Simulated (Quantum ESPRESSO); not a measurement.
**K (Im-3m): from the cell to the phonon bands**

How does K (Im-3m) vibrate, and is this structure a minimum?

Program: Quantum ESPRESSO 7.5. Level of theory: DFT LDA, scalar-relativistic, plane waves, PseudoDojo norm-conserving pseudopotentials. Results are calculated unless marked as measured.

The database entry behind the starting cell lists a temperature near 5 K, so it need not match the best structure at ambient conditions.

### Step 1. The starting structure

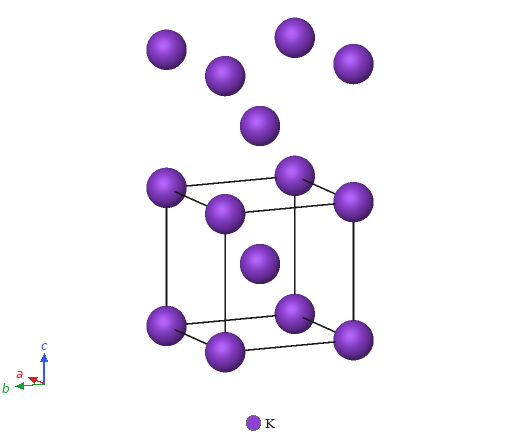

The cell as given, from a free direction (potassium purple). 1×1×2 cells are drawn. This picture shows the conventional cell, with its axes. Some periodic images of atoms are drawn too.

### Step 2. A first look

A cheap run with smearing and empty bands tells whether the crystal has a gap, which decides between fixed occupations and smearing later on.

Input file probe.in:

```
 &control
    calculation='scf',
    prefix='x',
    outdir='./tmp',
    pseudo_dir='./pseudo',
    tprnfor=.true.,
    tstress=.true.,
    verbosity='high',
 /
 &system
    ibrav=0,
    nat=1,
    ntyp=1,
    ecutwfc=79.0,
    occupations='smearing',
    smearing='gaussian',
    degauss=0.01,
 /
 &electrons
    conv_thr=1.0d-07,
    mixing_beta=0.7,
    electron_maxstep=100,
 /
ATOMIC_SPECIES
 K      39.0983  K.upf
CELL_PARAMETERS angstrom
     2.612500000    2.612500000    2.612500000
    -2.612500000    2.612500000    2.612500000
    -2.612500000   -2.612500000    2.612500000
ATOMIC_POSITIONS crystal
 K      0.000000000   0.000000000   0.000000000
K_POINTS automatic
 6 6 6 0 0 0
```

Started as:

```
$ OMP_NUM_THREADS=1 mpirun -n 4 pw.x -nk 4 -in probe.in > probe.out
```

Output:

```text
[banners, grids, parts of the stress and lines that vanish by symmetry left out]
Program PWSCF v.7.5
     Message from routine setup:
     using ibrav=0 with symmetry is DISCOURAGED, use correct ibrav instead
[...]
kinetic-energy cutoff     =      79.0000  Ry
     charge density cutoff     =     316.0000  Ry
     scf convergence threshold =      1.0E-07
[...]
Exchange-correlation= SLA  PW   NOGX NOGC
                           (   1   4   0   0   0   0   0)
[...]
48 Sym. Ops., with inversion, found
[...]
(     0          1          0      )
                  (     0          0          1      )
[...]
( -0.0000000  1.0000000 -0.0000000 )
                  ( -0.0000000 -0.0000000  1.0000000 )
[...]
(     1         -1          1      )
                  (     1          0          0      )
[...]
(  1.0000000  0.0000000 -0.0000000 )
                  ( -0.0000000 -1.0000000 -0.0000000 )
[...]
(     1          0          0      )
                  (     0          0         -1      )
[...]
( -1.0000000 -0.0000000 -0.0000000 )
                  (  0.0000000  1.0000000 -0.0000000 )
[...]
number of k points=    16  Gaussian smearing, width (Ry)=  0.0100
[...]
End of self-consistent calculation
[...]
the Fermi energy is     1.7468 ev
!    total energy              =     -59.83942404 Ry
[...]
convergence has been achieved in   4 iterations
[...]
atom    1 type  1   force =     0.00000000    0.00000000    0.00000000
[...]
Total force =     0.000000     Total SCF correction =     0.000000
[...]
total   stress  (Ry/bohr**3)                   (kbar)     P=       -3.68
[...]
XML data file, charge density, pseudopotentials, collected wavefunctions

   JOB DONE.
```

Elapsed: 3 s, on 4 MPI ranks of Arm Neoverse V2, shared host.

Read from the output:

```
volume per atom   : 71.32 Å³
pressure          : -0.3680 GPa
gap on the k-mesh : 0 eV
```

No gap opens on this mesh, so smearing is kept; the start stands at -0.37 GPa.

### Step 3. Relaxation

The relaxation runs at a cutoff a fifth above that of the response, since stress converges more slowly with the basis than frequencies do. Forces and stress are brought to rest with tight thresholds.

Input file relax.in:

```
 &control
    calculation='vc-relax',
    prefix='x',
    outdir='./tmp',
    pseudo_dir='./pseudo',
    tprnfor=.true.,
    tstress=.true.,
    forc_conv_thr=2.0d-05,
    etot_conv_thr=1.0d-07,
    nstep=40,
 /
 &system
    ibrav=0,
    nat=1,
    ntyp=1,
    ecutwfc=95,
    occupations='smearing',
    smearing='mv',
    degauss=0.02,
 /
 &electrons
    conv_thr=1.0d-11,
    mixing_beta=0.7,
    electron_maxstep=100,
 /
 &ions
 /
 &cell
    press_conv_thr=0.2,
 /
ATOMIC_SPECIES
 K      39.0983  K.upf
CELL_PARAMETERS angstrom
     2.612500000    2.612500000    2.612500000
    -2.612500000    2.612500000    2.612500000
    -2.612500000   -2.612500000    2.612500000
ATOMIC_POSITIONS crystal
 K      0.000000000   0.000000000   0.000000000
K_POINTS automatic
 10 10 10 0 0 0
```

Started as:

```
$ OMP_NUM_THREADS=1 mpirun -n 4 pw.x -nk 4 -in relax.in > relax.out
```

Output:

```text
[banners, grids, parts of the stress and lines that vanish by symmetry left out]
[banner, memory and clock lines left out]
Program PWSCF v.7.5

[...]
kinetic-energy cutoff     =      95.0000  Ry
     charge density cutoff     =     380.0000  Ry
     scf convergence threshold =      1.0E-11
[...]
energy convergence thresh.=      1.0E-07
     force convergence thresh. =      2.0E-05
     press convergence thresh. =      2.0E-01
     Exchange-correlation= SLA  PW   NOGX NOGC
                           (   1   4   0   0   0   0   0)
[...]
48 Sym. Ops., with inversion, found
[...]
number of k points=    47  Marzari-Vanderbilt smearing, width (Ry)=  0.0200
[...]
End of self-consistent calculation
[...]
the Fermi energy is     1.7415 ev
!    total energy              =     -59.84014126 Ry
[...]
convergence has been achieved in   6 iterations
[...]
atom    1 type  1   force =     0.00000000    0.00000000    0.00000000
     Total force =     0.000000     Total SCF correction =     0.000000
[...]
total   stress  (Ry/bohr**3)                   (kbar)     P=       -3.84
[...]
number of bfgs steps    =   0
[...]
CELL_PARAMETERS (angstrom)
[...]
ATOMIC_POSITIONS (crystal)
K                0.0000000000        0.0000000000        0.0000000000
[...]
New effective cutoffs (rho, wfc):  380.33   95.12
[...]
End of self-consistent calculation
[...]
the Fermi energy is     1.7496 ev
!    total energy              =     -59.84016572 Ry
[...]
convergence has been achieved in   3 iterations
[...]
atom    1 type  1   force =     0.00000000    0.00000000    0.00000000
     Total force =     0.000000     Total SCF correction =     0.000000
[...]
total   stress  (Ry/bohr**3)                   (kbar)     P=       -3.79
[...]
number of bfgs steps    =   1
[...]
WARNING: bfgs curvature condition failed, Theta= 0.813
[...]
CELL_PARAMETERS (angstrom)
[...]
ATOMIC_POSITIONS (crystal)
K                0.0000000000        0.0000000000        0.0000000000
[...]
New effective cutoffs (rho, wfc):  381.08   95.31
[...]
End of self-consistent calculation
[...]
the Fermi energy is     1.7618 ev
!    total energy              =     -59.84020166 Ry
[...]
convergence has been achieved in   4 iterations
[...]
atom    1 type  1   force =     0.00000000    0.00000000    0.00000000
     Total force =     0.000000     Total SCF correction =     0.000000
[...]
total   stress  (Ry/bohr**3)                   (kbar)     P=       -3.70
[...]
number of bfgs steps    =   2
[...]
CELL_PARAMETERS (angstrom)
[...]
ATOMIC_POSITIONS (crystal)
K                0.0000000000        0.0000000000        0.0000000000
[...]
New effective cutoffs (rho, wfc):  382.20   95.59
[...]
End of self-consistent calculation
[...]
the Fermi energy is     1.7802 ev
!    total energy              =     -59.84025385 Ry
[...]
convergence has been achieved in   4 iterations
[...]
atom    1 type  1   force =     0.00000000    0.00000000    0.00000000
     Total force =     0.000000     Total SCF correction =     0.000000
[...]
Total force =     0.000000     Total SCF correction =     0.000000
[...]
total   stress  (Ry/bohr**3)                   (kbar)     P=       -2.53
[...]
number of bfgs steps    =   6
[...]
the Fermi energy is     2.0142 ev
!    total energy              =     -59.84071388 Ry
[...]
convergence has been achieved in   6 iterations
[...]
atom    1 type  1   force =     0.00000000    0.00000000    0.00000000
     Total force =     0.000000     Total SCF correction =     0.000000
[...]
total   stress  (Ry/bohr**3)                   (kbar)     P=       -1.71
[...]
number of bfgs steps    =   7
[...]
the Fermi energy is     2.1696 ev
!    total energy              =     -59.84082041 Ry
[...]
convergence has been achieved in   6 iterations
[...]
atom    1 type  1   force =     0.00000000    0.00000000    0.00000000
     Total force =     0.000000     Total SCF correction =     0.000000
[...]
total   stress  (Ry/bohr**3)                   (kbar)     P=       -0.31
[...]
number of bfgs steps    =   8
[...]
New effective cutoffs (rho, wfc):  407.50  101.92
[...]
the Fermi energy is     2.2036 ev
!    total energy              =     -59.84082354 Ry
[...]
convergence has been achieved in   5 iterations
[...]
atom    1 type  1   force =     0.00000000    0.00000000    0.00000000
     Total force =     0.000000     Total SCF correction =     0.000000
[...]
total   stress  (Ry/bohr**3)                   (kbar)     P=        0.02
[...]
number of bfgs steps    =   9
[...]
CELL_PARAMETERS (angstrom)
[...]
ATOMIC_POSITIONS (crystal)
K                0.0000000000        0.0000000000        0.0000000000
[...]
New effective cutoffs (rho, wfc):  407.38  101.89
[...]
End of self-consistent calculation
[...]
the Fermi energy is     2.2016 ev
!    total energy              =     -59.84082355 Ry
[...]
convergence has been achieved in   3 iterations
[...]
atom    1 type  1   force =     0.00000000    0.00000000    0.00000000
     Total force =     0.000000     Total SCF correction =     0.000000
[...]
total   stress  (Ry/bohr**3)                   (kbar)     P=       -0.00
[...]
bfgs converged in  11 scf cycles and  10 bfgs steps
[...]
End of BFGS Geometry Optimization
     Final enthalpy           =     -59.8408235515 Ry
     File ./tmp/x.bfgs deleted, as requested
[...]
CELL_PARAMETERS (angstrom)
[...]
ATOMIC_POSITIONS (crystal)
K                0.0000000000        0.0000000000        0.0000000000
[...]
Final scf calculation at the relaxed structure.
[...]
kinetic-energy cutoff     =      95.0000  Ry
     charge density cutoff     =     380.0000  Ry
     scf convergence threshold =      1.0E-13
[...]
press convergence thresh. =      2.0E-01
     Exchange-correlation= SLA  PW   NOGX NOGC
                           (   1   4   0   0   0   0   0)
[...]
48 Sym. Ops., with inversion, found
[...]
number of k points=    47  Marzari-Vanderbilt smearing, width (Ry)=  0.0200
[...]
c_bands:  1 eigenvalues not converged
     c_bands:  3 eigenvalues not converged
     c_bands:  2 eigenvalues not converged
     c_bands:  3 eigenvalues not converged
[...]
c_bands:  4 eigenvalues not converged
[...]
c_bands:  1 eigenvalues not converged
[...]
End of self-consistent calculation
[...]
the Fermi energy is     2.2016 ev
!    total energy              =     -59.84082277 Ry
[...]
convergence has been achieved in   9 iterations
[...]
atom    1 type  1   force =     0.00000000    0.00000000    0.00000000
     Total force =     0.000000     Total SCF correction =     0.000000
[...]
total   stress  (Ry/bohr**3)                   (kbar)     P=       -0.00
[...]
XML data file, charge density, pseudopotentials, collected wavefunctions
```

Elapsed: 99 s, on 4 MPI ranks.

Relaxation path:

```csv
step,energy less that of the first step (eV),largest force (eV/Å),pressure (GPa),volume (Å³)
1,0.0000,0.0000,-0.38,71.32
2,-0.0003,0.0000,-0.38,71.18
3,-0.0008,0.0000,-0.37,70.97
4,-0.0015,0.0000,-0.36,70.66
5,-0.0025,0.0000,-0.34,70.19
6,-0.0039,0.0000,-0.30,69.50
7,-0.0057,0.0000,-0.25,68.46
8,-0.0078,0.0000,-0.17,66.92
9,-0.0092,0.0000,-0.03,64.66
10,-0.0093,0.0000,0.00,64.18
11,-0.0093,0.0000,0.00,64.21
12,-0.0093,0.0000,0.00,64.21
```

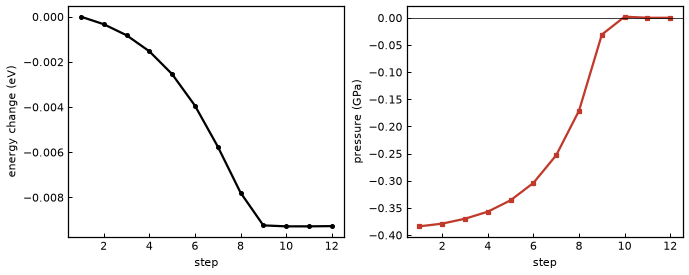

Energy and pressure along the relaxation.

```csv
"conventional cell, symmetrised",before,after,change
a (Å),5.225,5.045,-3.4 %
b (Å),5.225,5.045,-3.4 %
c (Å),5.225,5.045,-3.4 %
volume (Å³/atom),71.32,64.21,-10.0 %
```

The relaxed structure:

```
CELL_PARAMETERS angstrom
2.52261 2.52261 2.52261
-2.52261 2.52261 2.52261
-2.52261 -2.52261 2.52261
ATOMIC_POSITIONS crystal
K 0.00000 0.00000 0.00000
```

The last row of the table of steps is pw.x's closing run on a basis chosen anew for the final cell, so its energy can jump.

This step gave:

```
volume per atom : 64.21 Å³
pressure        : 0 GPa
```

The volume changes by -10.0 % from the cell with which this run began.

### Step 4. Self-consistent run for the response

The response is built on this ground state, so it is converged far tighter than an energy would need. Smearing stays on, as the first look found no gap above 0.3 eV.

Input file scf.in:

```
 &control
    calculation='scf',
    prefix='x',
    outdir='./tmp',
    pseudo_dir='./pseudo',
    tprnfor=.true.,
    tstress=.true.,
 /
 &system
    ibrav=0,
    nat=1,
    ntyp=1,
    ecutwfc=79.0,
    occupations='smearing',
    smearing='mv',
    degauss=0.02,
 /
 &electrons
    conv_thr=1.0d-12,
    mixing_beta=0.7,
    electron_maxstep=100,
 /
ATOMIC_SPECIES
 K      39.0983  K.upf
CELL_PARAMETERS angstrom
     2.522610203    2.522610203    2.522610203
    -2.522610203    2.522610203    2.522610203
    -2.522610203   -2.522610203    2.522610203
ATOMIC_POSITIONS crystal
 K      0.000000000   0.000000000   0.000000000
K_POINTS automatic
 12 12 12 0 0 0
```

Started as:

```
$ OMP_NUM_THREADS=1 mpirun -n 4 pw.x -nk 4 -in scf.in > scf.out
```

Output:

```text
[banners, grids, parts of the stress and lines that vanish by symmetry left out]
[banner, memory and clock lines left out]
Program PWSCF v.7.5

[...]
kinetic-energy cutoff     =      79.0000  Ry
     charge density cutoff     =     316.0000  Ry
     scf convergence threshold =      1.0E-12
[...]
Exchange-correlation= SLA  PW   NOGX NOGC
                           (   1   4   0   0   0   0   0)
[...]
48 Sym. Ops., with inversion, found
[...]
number of k points=    72  Marzari-Vanderbilt smearing, width (Ry)=  0.0200
[...]
c_bands:  1 eigenvalues not converged
     c_bands:  2 eigenvalues not converged
     c_bands:  1 eigenvalues not converged
     c_bands:  1 eigenvalues not converged
[...]
c_bands:  1 eigenvalues not converged
[...]
End of self-consistent calculation
[...]
the Fermi energy is     2.1970 ev
!    total energy              =     -59.84088931 Ry
[...]
convergence has been achieved in   7 iterations
[...]
atom    1 type  1   force =     0.00000000    0.00000000    0.00000000
     Total force =     0.000000     Total SCF correction =     0.000000
[...]
total   stress  (Ry/bohr**3)                   (kbar)     P=       -0.04
[...]
XML data file, charge density, pseudopotentials, collected wavefunctions
```

It took 12 s on 4 MPI ranks; 46 s of CPU time.

Read from the output:

| Quantity | Value |
| --- | --- |
| pressure | -0.004 GPa |

The cell stands at -0.004 GPa, close enough for phonons.

[end of part 1 of 3]

[Host names and launcher messages were left out of these logs when they were recorded.]

[Logs are printed without paths, hosts, clocks, repeated set-up lines and the standing remarks that a program may print on its own settings, such as how far it seeks lower states.]

[Hosts, paths, dates, database ids (printed as entryN), source tags and the programs' standing remarks are cut or masked in the printed files.]
